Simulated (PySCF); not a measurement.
# UMP2/ANO-RCC-VDZ (sfX2C) run of Si2H4ClO2 (SMILES O[SiH][SiH](O)Cl)

What is the vertical doublet–quartet gap of Si2H4ClO2 at UMP2/ANO-RCC-VDZ (sfX2C)? 

Program for the calculation: PySCF 2.14.0.

## (1) The system as given

Si2H4ClO2: 9 atoms, total charge 0, spin state doublet. SMILES: `O[SiH][SiH](O)Cl`. The coordinates come from a PBE0-D4/def2-TZVP relaxation. This is one conformer, not always the lowest.

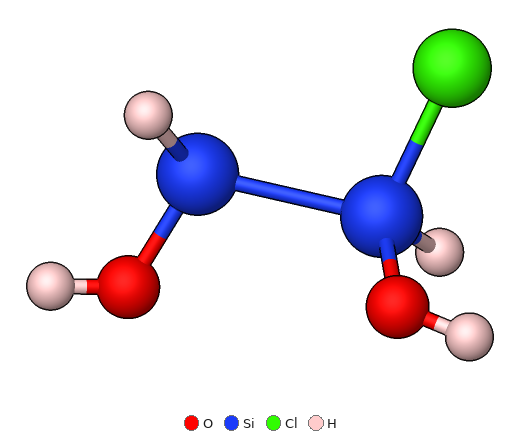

Viewed from a chosen angle; oxygen red, silicon blue, chlorine green, hydrogen pink.

## (2) The energy at UMP2/ANO-RCC-VDZ (sfX2C)

Input file mol.xyz:

```xyz
9

O     -0.742200     1.201600    -1.839500
Si     0.642800     0.738200    -1.062800
Si     0.161800    -0.925700     0.497700
O     -0.966500    -0.439400     1.582200
Cl     1.973500    -1.290900     1.426900
H     -0.751500     2.064700    -2.257000
H      1.325700     1.914700    -0.440100
H     -0.235800    -2.217900    -0.116000
H     -1.319400    -1.091500     2.191600
```

Input file calc.py:

```python
# O[SiH][SiH](O)Cl
from pyscf import gto, mp

mol = gto.Mole()
mol.atom = 'mol.xyz'
mol.max_memory = 1860
mol.basis = 'ano-rcc-vdz'
mol.spin = 1
mol.verbose = 4
mol.build()

mf = mol.UHF()
mf = mf.x2c()
mf.conv_tol = 1e-10
mf.kernel()
if not mf.converged:
    mf = mf.newton().run(mf.mo_coeff, mf.mo_occ)

pt = mp.MP2(mf, frozen=17).run()
e_final = pt.e_tot
print('Final energy', e_final)
```

Command:

```
$ OMP_NUM_THREADS=1 python calc.py
```

Log:

```text
PySCF version 2.14.0

[INPUT] num. atoms = 9
[INPUT] num. electrons = 65
[INPUT] charge = 0
[INPUT] spin (= nelec alpha-beta = 2S) = 1
[INPUT] symmetry False subgroup None
[INPUT] Mole.unit = angstrom
[INPUT] Symbol           X                Y                Z      unit          X                Y                Z       unit  Magmom
[INPUT]  1 O     -0.742200000000   1.201600000000  -1.839500000000 AA   -1.402554729652   2.270694911277  -3.476151206137 Bohr   0.0
[INPUT]  2 Si     0.642800000000   0.738200000000  -1.062800000000 AA    1.214715952870   1.394995825154  -2.008400925188 Bohr   0.0
[INPUT]  3 Si     0.161800000000  -0.925700000000   0.497700000000 AA    0.305757686955  -1.749319473510   0.940516692196 Bohr   0.0
[INPUT]  4 O     -0.966500000000  -0.439400000000   1.582200000000 AA   -1.826420299392  -0.830345659134   2.989924674287 Bohr   0.0
[INPUT]  5 Cl     1.973500000000  -1.290900000000   1.426900000000 AA    3.729374506829  -2.439447454201   2.696450207142 Bohr   0.0
[INPUT]  6 H     -0.751500000000   2.064700000000  -2.257000000000 AA   -1.420129182611   3.901717529389  -4.265111863143 Bohr   0.0
[INPUT]  7 H      1.325700000000   1.914700000000  -0.440100000000 AA    2.505209923336   3.618258610705  -0.831668467421 Bohr   0.0
[INPUT]  8 H     -0.235800000000  -2.217900000000  -0.116000000000 AA   -0.445597420172  -4.191223571673  -0.219208230450 Bohr   0.0
[INPUT]  9 H     -1.319400000000  -1.091500000000   2.191600000000 AA   -2.493304648751  -2.062636064963   4.141523774597 Bohr   0.0

nuclear repulsion = 347.888445951762
number of shells = 14
number of NR pGTOs = 273
number of NR cGTOs = 65
basis = ano-rcc-vdz
ecp = {}

******** <class 'pyscf.x2c.sfx2c1e.sfX2C1eUHF'> ********
method = sfX2C1eUHF
initial guess = minao
damping factor = 0
level_shift factor = 0
DIIS = <class 'pyscf.scf.diis.CDIIS'>
diis_start_cycle = 1
diis_space = 8
diis_damp = 0
SCF conv_tol = 1e-10
SCF conv_tol_grad = None
SCF max_cycles = 50
direct_scf = True
direct_scf_tol = 1e-13
number electrons alpha = 33  beta = 32

******** <class 'pyscf.x2c.sfx2c1e.SpinFreeX2CHelper'> ********
approx = 1e
xuncontract = 1
Set gradient conv threshold to 1e-05
init E= -1192.64092669884
[... the frontier-level lines of each cycle are left out ...]

cycle= 1 E= -1191.99237482177  delta_E= 0.649  |g|= 0.461  |ddm|= 2.88
cycle= 2 E= -1192.07765458046  delta_E= -0.0853  |g|= 0.307  |ddm|= 0.801
cycle= 3 E= -1192.11710645676  delta_E= -0.0395  |g|= 0.042  |ddm|= 0.276
cycle= 4 E= -1192.1191512559  delta_E= -0.00204  |g|= 0.013  |ddm|= 0.127
cycle= 5 E= -1192.1194752486  delta_E= -0.000324  |g|= 0.00571  |ddm|= 0.0496
cycle= 6 E= -1192.11956407316  delta_E= -8.88e-05  |g|= 0.0025  |ddm|= 0.032
cycle= 7 E= -1192.11958167827  delta_E= -1.76e-05  |g|= 0.00129  |ddm|= 0.0144
cycle= 8 E= -1192.11958561522  delta_E= -3.94e-06  |g|= 0.000611  |ddm|= 0.00707
cycle= 9 E= -1192.11958643708  delta_E= -8.22e-07  |g|= 0.000195  |ddm|= 0.00372
cycle= 10 E= -1192.11958654137  delta_E= -1.04e-07  |g|= 7.27e-05  |ddm|= 0.00148
cycle= 11 E= -1192.11958655695  delta_E= -1.56e-08  |g|= 2.19e-05  |ddm|= 0.000676
cycle= 12 E= -1192.11958655812  delta_E= -1.17e-09  |g|= 9.72e-06  |ddm|= 0.000164
cycle= 13 E= -1192.11958655825  delta_E= -1.27e-10  |g|= 5.64e-06  |ddm|= 3.36e-05
cycle= 14 E= -1192.11958655831  delta_E= -5.41e-11  |g|= 2.38e-06  |ddm|= 2.59e-05
Extra cycle  E= -1192.11958655831  delta_E= -8.64e-12  |g|= 1.57e-06  |ddm|= 7.42e-06
converged SCF energy = -1192.11958655831  <S^2> = 0.75412673  2S+1 = 2.0041225

******** <class 'pyscf.mp.ump2.UMP2'> ********
nocc = (np.int64(16), np.int64(15)), nmo = (48, 48)
frozen orbitals 17
E(UMP2) = -1192.4962370566  E_corr = -0.376650498289614
E(SCS-UMP2) = -1192.49039406126  E_corr = -0.370807502941582
E_corr(same-spin) = -0.0936612634684098
E_corr(oppo-spin) = -0.282989234821204
Final energy -1192.496237056604
```

It took 7.2 s on 1 thread of Intel Xeon Platinum 8488C (Sapphire Rapids), shared host; peak memory 0.18 GiB.

## (3) The quartet, same level

Input file input.py:

```python
from pyscf import gto, scf, mp

system = gto.M(
    atom='''
O     -1.402555     2.270695    -3.476151
Si     1.214716     1.394996    -2.008401
Si     0.305758    -1.749319     0.940517
O     -1.826420    -0.830346     2.989925
Cl     3.729375    -2.439447     2.696450
H     -1.420129     3.901718    -4.265112
H      2.505210     3.618259    -0.831668
H     -0.445597    -4.191224    -0.219208
H     -2.493305    -2.062636     4.141524
''',
    verbose=4,
    max_memory=1860,
    basis='ano-rcc-vdz',
    spin=3,
    unit='bohr',
)

mf = scf.UHF(system)
mf = mf.x2c()
mf.conv_tol = 1e-10
mf.kernel()
if not mf.converged:
    mf = mf.newton().run(mf.mo_coeff, mf.mo_occ)

pt = mp.MP2(mf, frozen=17).run()
energy = pt.e_tot
print(f'total energy: {energy:.8f} hartree')
```

Command:

```
$ OMP_NUM_THREADS=1 python input.py
```

Log:

```text
PySCF version 2.14.0

[INPUT] num. atoms = 9
[INPUT] num. electrons = 65
[INPUT] charge = 0
[INPUT] spin (= nelec alpha-beta = 2S) = 3
[INPUT] symmetry False subgroup None
[INPUT] Mole.unit = bohr
[INPUT] Symbol           X                Y                Z      unit          X                Y                Z       unit  Magmom
[INPUT]  1 O     -0.742200143062   1.201600046950  -1.839499890917 AA   -1.402555000000   2.270695000000  -3.476151000000 Bohr   0.0
[INPUT]  2 Si     0.642800024940   0.738200092525  -1.062800039589 AA    1.214716000000   1.394996000000  -2.008401000000 Bohr   0.0
[INPUT]  3 Si     0.161800165656  -0.925699749429   0.497700162883 AA    0.305758000000  -1.749319000000   0.940517000000 Bohr   0.0
[INPUT]  4 O     -0.966499841569  -0.439400180379   1.582200172360 AA   -1.826420000000  -0.830346000000   2.989925000000 Bohr   0.0
[INPUT]  5 Cl     1.973500260975  -1.290899759647   1.426899890385 AA    3.729375000000  -2.439447000000   2.696450000000 Bohr   0.0
[INPUT]  6 H     -0.751499903367   2.064700249036  -2.257000072421 AA   -1.420129000000   3.901718000000  -4.265112000000 Bohr   0.0
[INPUT]  7 H      1.325700040569   1.914700206006  -0.440099752651 AA    2.505210000000   3.618259000000  -0.831668000000 Bohr   0.0
[INPUT]  8 H     -0.235799777654  -2.217900226661  -0.115999878051 AA   -0.445597000000  -4.191224000000  -0.219208000000 Bohr   0.0
[INPUT]  9 H     -1.319400185873  -1.091499965623   2.191600119278 AA   -2.493305000000  -2.062636000000   4.141524000000 Bohr   0.0

nuclear repulsion = 347.888443087003
number of shells = 14
number of NR pGTOs = 273
number of NR cGTOs = 65
basis = ano-rcc-vdz
ecp = {}

******** <class 'pyscf.x2c.sfx2c1e.sfX2C1eUHF'> ********
method = sfX2C1eUHF
initial guess = minao
damping factor = 0
level_shift factor = 0
DIIS = <class 'pyscf.scf.diis.CDIIS'>
diis_start_cycle = 1
diis_space = 8
diis_damp = 0
SCF conv_tol = 1e-10
SCF conv_tol_grad = None
SCF max_cycles = 50
direct_scf = True
direct_scf_tol = 1e-13
number electrons alpha = 34  beta = 31

******** <class 'pyscf.x2c.sfx2c1e.SpinFreeX2CHelper'> ********
approx = 1e
xuncontract = 1
Set gradient conv threshold to 1e-05
init E= -1192.6409263156
[... the frontier-level lines of each cycle are left out ...]


cycle= 1 E= -1191.66708385161  delta_E= 0.974  |g|= 0.511  |ddm|= 3.59


cycle= 2 E= -1191.7733850362  delta_E= -0.106  |g|= 0.394  |ddm|= 1.81


cycle= 3 E= -1191.84390273961  delta_E= -0.0705  |g|= 0.0606  |ddm|= 0.444


cycle= 4 E= -1191.85021218521  delta_E= -0.00631  |g|= 0.0283  |ddm|= 0.479


cycle= 5 E= -1191.85297781964  delta_E= -0.00277  |g|= 0.0175  |ddm|= 0.395


cycle= 6 E= -1191.85474424508  delta_E= -0.00177  |g|= 0.012  |ddm|= 0.409


cycle= 7 E= -1191.85579679583  delta_E= -0.00105  |g|= 0.00813  |ddm|= 0.376


cycle= 8 E= -1191.85654319213  delta_E= -0.000746  |g|= 0.00497  |ddm|= 0.46


cycle= 9 E= -1191.85680993512  delta_E= -0.000267  |g|= 0.00336  |ddm|= 0.282


cycle= 10 E= -1191.85697447593  delta_E= -0.000165  |g|= 0.0027  |ddm|= 0.251


cycle= 11 E= -1191.85709574701  delta_E= -0.000121  |g|= 0.00228  |ddm|= 0.229


cycle= 12 E= -1191.85720605761  delta_E= -0.00011  |g|= 0.00192  |ddm|= 0.244


cycle= 13 E= -1191.85732696582  delta_E= -0.000121  |g|= 0.00144  |ddm|= 0.338


cycle= 14 E= -1191.85740024905  delta_E= -7.33e-05  |g|= 0.000967  |ddm|= 0.331


cycle= 15 E= -1191.85741894599  delta_E= -1.87e-05  |g|= 0.00059  |ddm|= 0.142


cycle= 16 E= -1191.85742796268  delta_E= -9.02e-06  |g|= 0.000293  |ddm|= 0.143


cycle= 17 E= -1191.85742900166  delta_E= -1.04e-06  |g|= 0.000184  |ddm|= 0.0452


cycle= 18 E= -1191.85742918169  delta_E= -1.8e-07  |g|= 0.000117  |ddm|= 0.00471


cycle= 19 E= -1191.85742928343  delta_E= -1.02e-07  |g|= 7.91e-05  |ddm|= 0.00725


cycle= 20 E= -1191.85742933943  delta_E= -5.6e-08  |g|= 5.3e-05  |ddm|= 0.00425


cycle= 21 E= -1191.85742936802  delta_E= -2.86e-08  |g|= 3.21e-05  |ddm|= 0.00404


cycle= 22 E= -1191.8574293765  delta_E= -8.48e-09  |g|= 1.64e-05  |ddm|= 0.00201


cycle= 23 E= -1191.85742937834  delta_E= -1.83e-09  |g|= 9.18e-06  |ddm|= 0.000965


cycle= 24 E= -1191.85742937929  delta_E= -9.5e-10  |g|= 4.16e-06  |ddm|= 0.00134


cycle= 25 E= -1191.85742937942  delta_E= -1.3e-10  |g|= 1.96e-06  |ddm|= 0.000475


cycle= 26 E= -1191.85742937943  delta_E= -1.5e-11  |g|= 1.16e-06  |ddm|= 0.000166


Extra cycle  E= -1191.85742937943  delta_E= -3.18e-12  |g|= 8.67e-07  |ddm|= 1.11e-05
converged SCF energy = -1191.85742937943  <S^2> = 3.764208  2S+1 = 4.0070977

******** <class 'pyscf.mp.ump2.UMP2'> ********
nocc = (np.int64(17), np.int64(14)), nmo = (48, 48)
frozen orbitals 17
E(UMP2) = -1192.24356576409  E_corr = -0.386136384657275
E(SCS-UMP2) = -1192.23294929743  E_corr = -0.375519917991113
E_corr(same-spin) = -0.101358165689558
E_corr(oppo-spin) = -0.284778218967717
total energy: -1192.24356576 hartree
```

It took 7.5 s on 1 thread of Intel Xeon Platinum 8488C (Sapphire Rapids), shared host; peak memory 0.18 GiB.

## (4) Outcome

At UMP2/ANO-RCC-VDZ (sfX2C), 17 core orbitals frozen:

```
                                                           quantity           value
                                              doublet: total energy  -1192.49624 Eh
                      doublet: dipole moment (Hartree–Fock density)          1.55 D
doublet: HOMO energy (Hartree–Fock orbitals) (highest over α and β)        -9.17 eV
 doublet: LUMO energy (Hartree–Fock orbitals) (lowest over α and β)         0.55 eV
              doublet: correlation energy (17 core orbitals frozen)      -376.7 mEh
                         doublet: ⟨S²⟩ of the reference determinant           0.754
                                              quartet: total energy  -1192.24357 Eh
                      quartet: dipole moment (Hartree–Fock density)          0.70 D
quartet: HOMO energy (Hartree–Fock orbitals) (highest over α and β)        -4.08 eV
              quartet: correlation energy (17 core orbitals frozen)      -386.1 mEh
                         quartet: ⟨S²⟩ of the reference determinant           3.764
                   vertical energy of the quartet above the doublet        6.876 eV
```

At this shape the quartet lies 6.88 eV (663 kJ/mol) above the doublet. Mulliken charges (doublet) of the mean-field density run from -0.89 on O1 to +1.01 on Si3. Mulliken charges (quartet) of the mean-field density run from -0.86 on O4 to +0.82 on Si3; they depend strongly on the basis.
